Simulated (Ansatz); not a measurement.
A series of calculations on WH$_{6}$OClF

### Relaxation

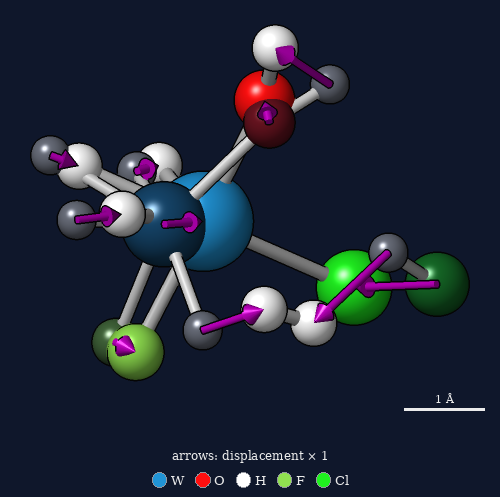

This is a relaxation of WH6OClF. The starting structure is drawn faded, the final one solid; purple arrows show the displacements, at their true length. The two geometries are superimposed by the best rigid fit.

The picture is a ball-and-stick view, seen face on.

The run prepares an end point of a later path (reaction) calculation, from a guessed geometry.

Level of theory: Ansatz 0.2.0, RKS PBE/def2-SVP. Settings: no spin polarisation; force threshold 0.03 eV/Å; at most 50 steps.

Q: What did the optimiser do to the structure, and how much energy did it gain?

A: The largest move after the best rigid fit is that of an H atom, 1.50 Å. By element the largest moves are H 1.50 Å, Cl 1.44 Å, W 0.70 Å, F 0.41 Å, O 0.37 Å. Near-neighbour distances that change, for instance: H–H 2.615 → 0.777 Å, Cl–H 1.343 → 2.960 Å, Cl–W 3.587 → 2.390 Å, H–W 1.781 → 2.512 Å. New bonds form, among them: Cl–W (3.59 → 2.39 Å), H–H (2.61 → 0.78 Å). Bonds break, among them: Cl–H (1.34 → 2.96 Å), H–W (1.78 → 2.51 Å). Among the angles between lasting bonds that change: H–W–F 77.3° → 98.4°, O–W–H 105.0° → 84.4°, H–W–F 101.5° → 80.9°. Over 27 accepted moves (29 points after the start) the energy falls by 1.714 eV. Largest force component: 1.4 eV/Å at the start, 0.011 eV/Å at the end. The line search rejected the trial steps at points 9, 16 of the run.

Limits of the set-up: the start holds two separate molecules, 2.2 Å apart at their closest, whose relative position is a soft coordinate and is computed without a dispersion correction.

### Relaxation

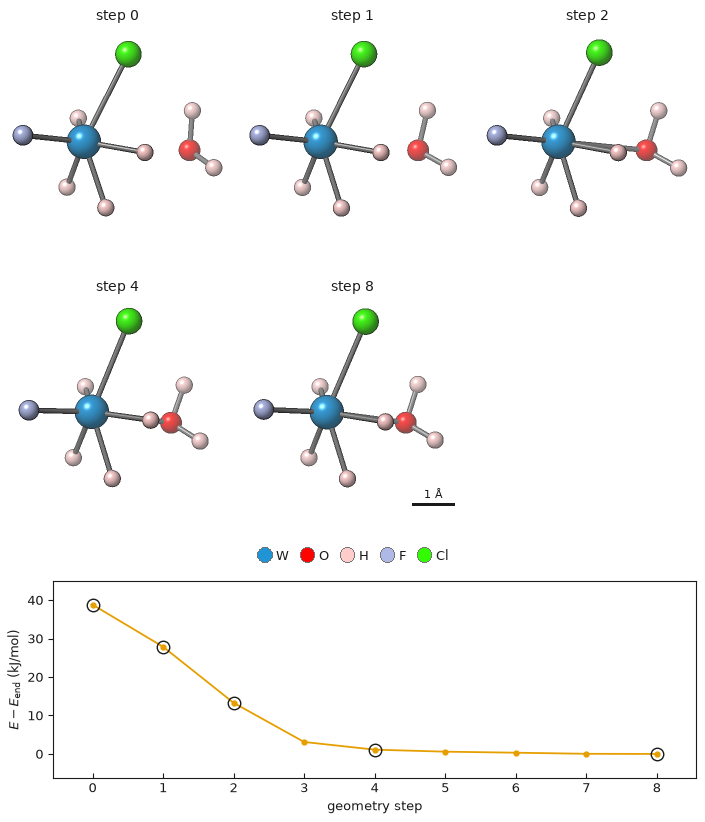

Frames of a relaxation of WH6OClF, marked on the history of the run. A ball-and-stick model, seen at a tilt.

The run prepares an end point of a later path (reaction) calculation, from a guessed geometry.

The calculation used RKS PBE/def2-SVP in Ansatz 0.2.0. Set-up: no spin polarisation; force threshold 0.03 eV/Å; at most 50 steps.

### Describe the path.

After 8 geometry steps the energy has fallen by 38.8 kJ/mol. Largest force component: 0.6 eV/Å at the start, 0.0081 eV/Å at the end. The atom that moves furthest after the best rigid fit is the O atom (0.53 Å). Largest moves by element: O 0.53 Å, H 0.36 Å, F 0.21 Å, W 0.21 Å, Cl 0.12 Å. Some distances before and after: O–W 3.121 → 2.385 Å, H–W 3.407 → 2.857 Å, H–W 3.135 → 2.753 Å, Cl–W 2.388 → 2.402 Å. New bonds form, among them: O–W (3.12 → 2.39 Å). Among the angles between lasting bonds that change: H–W–H 122.7° → 127.8°, H–W–F 106.3° → 101.9°, H–W–Cl 134.5° → 138.8°. From step 0 to 1: the O atom moves most (0.20 Å), energy −11.0 kJ/mol. From step 1 to 2: the O atom moves most (0.19 Å), energy −14.6 kJ/mol. From step 2 to 4: an H atom moves most (0.23 Å), energy −12.2 kJ/mol. From step 4 to 8: an H atom moves most (0.05 Å), energy −1.12 kJ/mol.

```csv
step,"E − E(0), kJ/mol","largest force component, eV/Å"
0,0.00,0.5995
1,-10.95,1.1965
2,-25.52,1.1597
3,-35.71,0.9657
4,-37.70,0.5548
5,-38.23,0.3314
6,-38.50,0.1966
7,-38.78,0.0646
8,-38.82,0.0081
```

Limits of the set-up: the start holds two separate molecules, 2.5 Å apart at their closest, whose relative position is a soft coordinate and is computed without a dispersion correction.

### Path

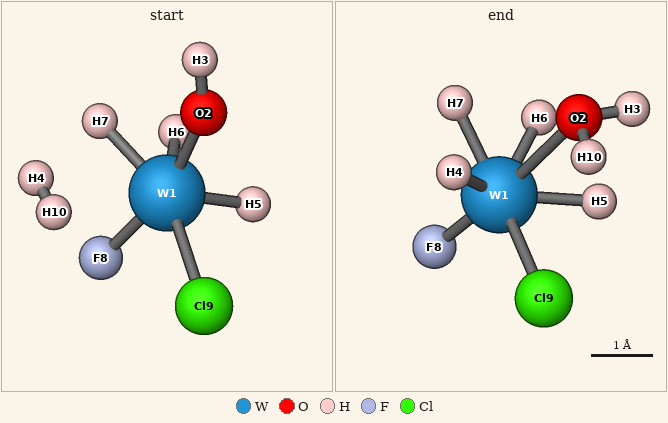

The two relaxed end points of a path for WH$_{6}$OClF, made up at the start of WH₄OClF and H₂. Style: ball-and-stick. Shown from a free direction.

All numbers below come from Ansatz 0.2.0, RKS PBE/def2-SVP.

Run with 5 movable images; climbing image; force threshold 0.05 eV/Å; iteration limit 60.

Start:
```xyz
10

W    -0.0723    0.5705    0.3158
O    -0.5388    0.1645    2.0495
H    -0.6837   -0.4572    2.7829
H     2.0047   -0.7664    0.7742
H    -1.4559    1.4540   -0.0495
H    -1.3786   -0.3493   -0.2985
H    -0.1270   -1.1348    0.0791
F     0.6567    0.4872   -1.3927
Cl    1.0803    2.6200    0.7426
H     2.2922   -0.0706    0.9682
```

End:
```xyz
10

W     0.2036    0.3599   -0.2625
O     0.1681   -0.2284    2.0489
H    -0.6780    0.0651    2.4387
H     1.6078   -0.3743    0.3036
H    -0.9369    1.2302    0.6242
H    -1.2739   -0.4393    0.0106
H     0.1987   -1.3370   -0.2030
F     0.1789    0.6776   -2.0796
Cl    1.4784    2.1682    0.6722
H     0.8309    0.3958    2.4184
```

**What barrier does the band find between them, and by what path?**

The highest point, image 2, lies 144.5 kJ/mol above the start and 115.4 kJ/mol above the end; the end is at +29.2 kJ/mol relative to the start. Breaking: H4–H10 (0.78 → 3.01 at the top → 2.38 Å). Forming: O2–H10 (3.04 → 3.20 at the top → 0.98 Å), W1–H4 (2.51 → 1.75 at the top → 1.68 Å). The band is converged. At the top, the vibrational analysis gives one imaginary mode (170i cm⁻¹), as a transition state must have.

Energies of the converged images:

| image | path (Å) | E (kJ/mol) |
| --- | --- | --- |
| 0 | 0.00 | 0.0 |
| 1 | 1.53 | 108.5 |
| 2 | 3.06 | 144.5 |
| 3 | 4.42 | 128.2 |
| 4 | 5.79 | 47.7 |
| 5 | 7.15 | 34.3 |
| 6 | 8.51 | 29.2 |

The geometry at the top of the path:

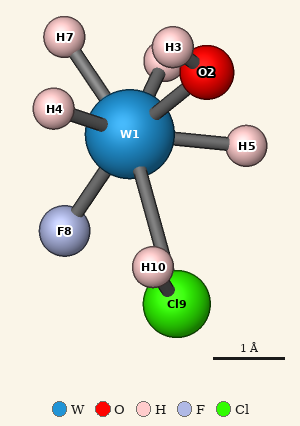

Limits of the set-up: the start holds two separate molecules, 2.3 Å apart at their closest, whose relative position is a soft coordinate and is computed without a dispersion correction.
